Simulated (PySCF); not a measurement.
Input

```
{"job": {"kind": "nmr", "xc": "PBE0", "basis": "pcSseg-1", "pop": false}, "charge": 0, "multiplicity": 1}
C     -1.030424     1.172507     0.191681
C     -1.092091    -0.104959    -0.163501
Si     0.198875    -1.451045     0.106871
O      1.615230    -0.266603    -0.369026
C      2.410562    -0.368327     0.607163
C      3.709959     0.351668     0.626031
S      1.895009    -1.375614     1.823460
S     -2.458496    -0.863093    -0.966580
C     -3.692773     0.472198    -1.090134
H     -0.153419     1.555195     0.686741
H     -1.817011     1.885934     0.011640
H     -0.547087    -2.369910     1.001400
H      0.653046    -2.312512    -0.980646
H      3.942142     0.689717     1.633044
H      3.684713     1.190690    -0.066091
H      4.497530    -0.335259     0.313659
H     -3.307885     1.273518    -1.713639
H     -4.564936     0.025307    -1.555784
H     -3.942943     0.830589    -0.096289
```

Command:

```sh
OMP_NUM_THREADS=1 python ens_run.py task.json out
```

Geometry: GFN2-xTB.

All numbers below come from PBE0/pcSseg-1, SCF density, gas phase, non-relativistic (PySCF).

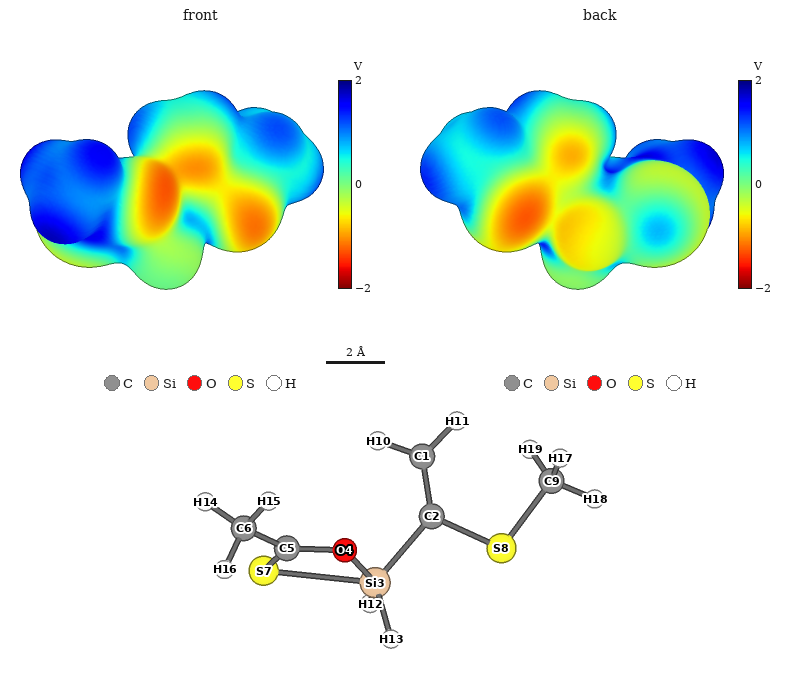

C$_{5}$H$_{10}$OS$_{2}$Si. The electrostatic potential painted on the density surface at 0.004 e/bohr³, seen from the front and from behind; red is negative and blue positive. The bare structure is drawn below in the same view.

Q: Describe the electrostatic potential map.

A: The most negative region (about −1.2 V) lies over O4 and S8, the most positive (about +1.7 V) over C5, H14 and H16.

Q: What dipole moment does the calculation give?

A: Its dipole moment is 3.12 D.
